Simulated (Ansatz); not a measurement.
A series of calculations on C2H4BClTe

## 1. Relaxation

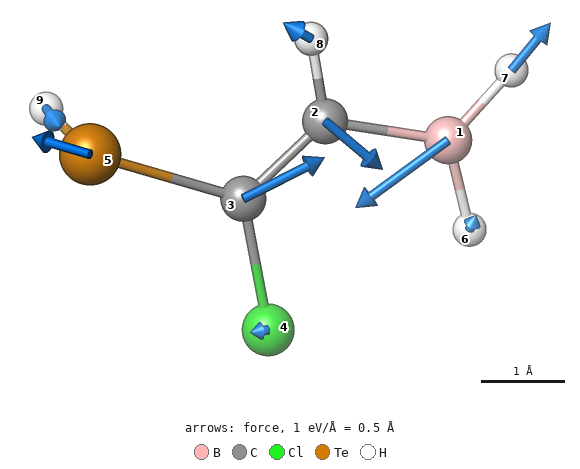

Starting geometry of C2H4BClTe with the computed forces as blue arrows. The picture is a ball-and-stick view, seen at a tilt.

The run prepares an end point of a later path (torsion) calculation, from a guessed geometry.

Computed with RKS B3LYP-D4/def2-SVP in Ansatz 0.2.0.

Input
```yaml
crystal:
  periodic: [false, false, false]
  atoms:
    - { symbol: B, position_ang: [1.733, -0.1504, -0.5544] }
    - { symbol: C, position_ang: [0.3647, -0.353, 0.2561] }
    - { symbol: C, position_ang: [-0.8966, -0.0734, -0.2106] }
    - { symbol: Cl, position_ang: [-1.0993, 0.6172, -1.7974] }
    - { symbol: Te, position_ang: [-2.5327, -0.4733, 1.0319] }
    - { symbol: H, position_ang: [1.6555, 0.3614, -1.6588] }
    - { symbol: H, position_ang: [2.7561, -0.3752, -0.0832] }
    - { symbol: H, position_ang: [0.5205, -0.7506, 1.2454] }
    - { symbol: H, position_ang: [-2.4127, 1.1509, 1.7538] }
basis:
  gaussian: { orbitals: def2-SVP }
hamiltonian:
  xc: b3lyp
  dispersion: d4
relax:
  f_tol: 0.015
  max_steps: 40
```

Run as
```bash
ansatz run input.yaml --threads 2 --pin off --max-ram 3072MiB --backend cpu --events-out ev --progress --plain --runs-dir out
```

Is this structure relaxed? If not, where do the atoms go?

Answer. It isn't relaxed: the largest force vector, on B1, is 2.83 eV/Å. The final displacements have little in common with the starting forces (cosine between the two patterns 0.27). After 16 accepted moves (19 points after the start) the energy has fallen by 48.9 kJ/mol. Largest force component: 2.6 eV/Å at the start, 0.0088 eV/Å at the end. The line search rejected the trial steps at points 10, 14, 16 of the run. H9 moves most after the best rigid fit: 1.46 Å. Largest moves by element: H 1.46 Å, Te 0.76 Å, Cl 0.62 Å, C 0.45 Å, B 0.13 Å. Among the contacts that change: Te5–H9 1.781 → 1.668 Å, B1–C2 1.603 → 1.534 Å, B1–H7 1.149 → 1.207 Å, C3–Te5 2.093 → 2.134 Å. Among the angles between lasting bonds that change: C3–C2–H8 121.3° → 114.3°, B1–C2–H8 112.8° → 119.1°, Cl4–C3–Te5 121.7° → 115.7°. Groups turn about C3–Te5 by about 90°.

## 2. Relaxation

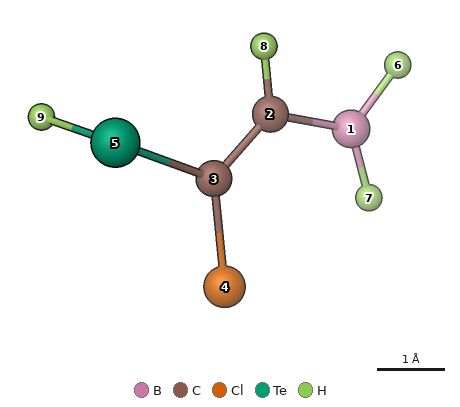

Starting structure of C₂H₄BClTe. Style: ball-and-stick. Shown at a tilt.

The run prepares an end point of a later path (torsion) calculation, from a guessed geometry.

The calculation used RKS B3LYP-D4/def2-SVP in Ansatz 0.2.0.

Input file:
```yaml
crystal:
  periodic: [false, false, false]
  atoms:
    - { symbol: B, position_ang: [1.733, -0.1504, -0.5544] }
    - { symbol: C, position_ang: [0.3647, -0.353, 0.2561] }
    - { symbol: C, position_ang: [0.25149, -0.83612, 1.53698] }
    - { symbol: Cl, position_ang: [1.67722, -1.34563, 2.39933] }
    - { symbol: Te, position_ang: [-1.65452, -0.96069, 2.39262] }
    - { symbol: H, position_ang: [1.6555, 0.3614, -1.6588] }
    - { symbol: H, position_ang: [2.7561, -0.3752, -0.0832] }
    - { symbol: H, position_ang: [-0.50363, -0.0609, -0.31114] }
    - { symbol: H, position_ang: [-1.87231, -2.59937, 1.72864] }
basis:
  gaussian: { orbitals: def2-SVP }
hamiltonian:
  xc: b3lyp
  dispersion: d4
relax:
  f_tol: 0.015
  max_steps: 40
output:
  orbitals: {}
```

Launched with:
```bash
ansatz run input.yaml --threads 2 --pin off --max-ram 3072MiB --backend cpu --events-out ev --progress --plain --runs-dir out
```

### What does the optimiser find from here?

The atom that moves furthest after the best rigid fit is H9 (1.45 Å). By element the largest moves are H 1.45 Å, Te 0.76 Å, Cl 0.59 Å, C 0.45 Å, B 0.17 Å. Some distances before and after: Te5–H9 1.781 → 1.668 Å, B1–C2 1.603 → 1.533 Å, B1–H7 1.149 → 1.204 Å, C3–Te5 2.093 → 2.134 Å. Among the angles between lasting bonds that change: C3–C2–H8 121.3° → 114.3°, B1–C2–H8 112.8° → 119.1°, Cl4–C3–Te5 121.7° → 115.7°. Groups turn about C3–Te5 by about 90°. The energy falls by 0.480 eV in 14 accepted moves (15 points after the start). Largest force component: 2.2 eV/Å at the start, 0.0041 eV/Å at the end. The line search rejected the trial step at point 12 of the run. Cost: 65 s on 2 threads of Arm Neoverse V1, with other jobs on the host, peak memory 0.26 GiB.

The structure at the end:

```xyz
9

B     1.7885    0.0029   -0.5188
C     0.3939   -0.3008    0.0413
C     0.1088   -1.0250    1.1537
Cl    1.3205   -1.7562    2.1590
Te   -1.9107   -1.3245    1.7738
H     1.8886    0.6638   -1.5240
H     2.7831   -0.4041    0.0234
H    -0.4889    0.0895   -0.4830
H    -1.4762   -2.2655    3.0807
```

After the run, drawn alike:

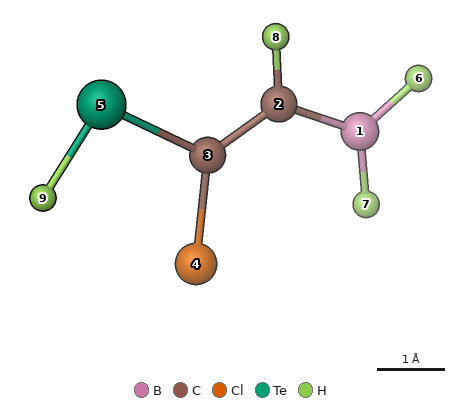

## 3. Path

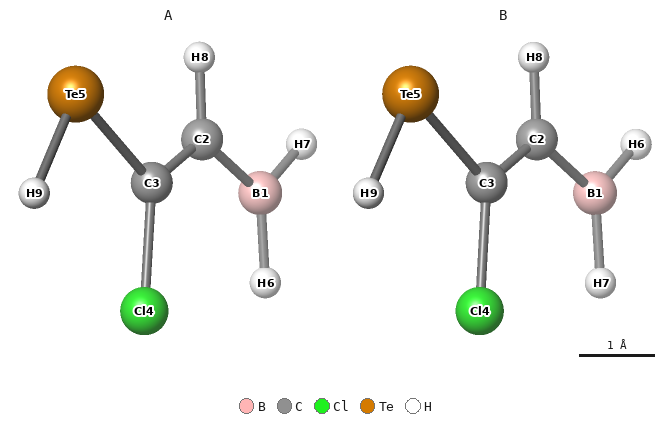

The two relaxed end points of a path for C2H4BClTe. A ball-and-stick model, seen from a free direction.

The calculation used Ansatz, RKS B3LYP-D4/def2-SVP.

The input:
```yaml
crystal:
  periodic: [false, false, false]
  atoms:
    - { symbol: B, position_ang: [1.748449, -0.22827, -0.667931] }
    - { symbol: C, position_ang: [0.563655, -0.358773, 0.296954] }
    - { symbol: C, position_ang: [-0.681147, 0.156098, 0.125996] }
    - { symbol: Cl, position_ang: [-1.154, 1.082743, -1.263718] }
    - { symbol: Te, position_ang: [-2.198625, -0.145659, 1.595404] }
    - { symbol: H, position_ang: [1.647243, 0.375563, -1.704438] }
    - { symbol: H, position_ang: [2.802405, -0.741938, -0.380417] }
    - { symbol: H, position_ang: [0.696295, -0.918156, 1.233011] }
    - { symbol: H, position_ang: [-3.335774, 0.73199, 0.74794] }
basis:
  gaussian: { orbitals: def2-SVP }
hamiltonian:
  xc: b3lyp
  dispersion: d4
neb:
  order_check: false
  images: 7
  f_tol: 0.05
  max_iterations: 60
  initial_path: idpp
  final_atoms:
    - { symbol: B, position_ang: [1.74781558, -0.22738609, -0.66769304] }
    - { symbol: C, position_ang: [0.56396919, -0.35821116, 0.29795386] }
    - { symbol: C, position_ang: [-0.68157789, 0.15372394, 0.12519601] }
    - { symbol: Cl, position_ang: [-1.15441996, 1.07763319, -1.26630642] }
    - { symbol: Te, position_ang: [-2.20081204, -0.15180709, 1.59184381] }
    - { symbol: H, position_ang: [2.80287233, -0.73768905, -0.37876566] }
    - { symbol: H, position_ang: [1.64527751, 0.37306697, -1.70585752] }
    - { symbol: H, position_ang: [0.69834227, -0.91479703, 1.23531122] }
    - { symbol: H, position_ang: [-3.33296599, 0.73906432, 0.75111874] }
```

Run as
```bash
ansatz run input.yaml --threads 2 --pin off --max-ram 3072MiB --backend cpu --events-out ev --progress --plain --runs-dir out
```

Predict the minimum-energy path and its barrier.

Answer. The two ends have the same energy, and the highest point, image 4, lies 6.7 kcal/mol above the start. The motion is a rotation about the B1–C2 bond by about 180°. No bond forms or breaks between the ends. Among the angles between lasting bonds that change up to the highest image: C2–C3–Cl4 123.6° → 117.1°, B1–C2–C3 126.6° → 120.4°. The band converged in 21 iterations. The largest component of the band force went from 1.5 to 0.05 eV/Å. The climbing image converged on the top of the path. Its vibrational analysis gives one imaginary mode (222i cm⁻¹), as a transition state must have.

Energies of the converged images:

```json
{"image": "0", "path (Å)": "0.00", "E (kcal/mol)": "0.0"}
{"image": "1", "path (Å)": "0.53", "E (kcal/mol)": "0.8"}
{"image": "2", "path (Å)": "1.07", "E (kcal/mol)": "3.1"}
{"image": "3", "path (Å)": "1.60", "E (kcal/mol)": "5.7"}
{"image": "4", "path (Å)": "2.13", "E (kcal/mol)": "6.7"}
{"image": "5", "path (Å)": "2.81", "E (kcal/mol)": "5.6"}
{"image": "6", "path (Å)": "3.49", "E (kcal/mol)": "2.9"}
{"image": "7", "path (Å)": "4.17", "E (kcal/mol)": "0.7"}
{"image": "8", "path (Å)": "4.85", "E (kcal/mol)": "0.0"}
```

The geometry at the top of the path:

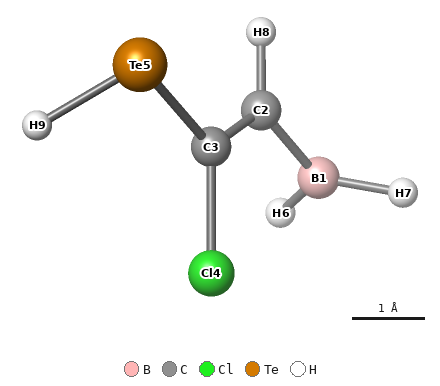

Cost: 8.7 min on 2 threads of Arm Neoverse V1 (shared host), peak memory 0.27 GiB.
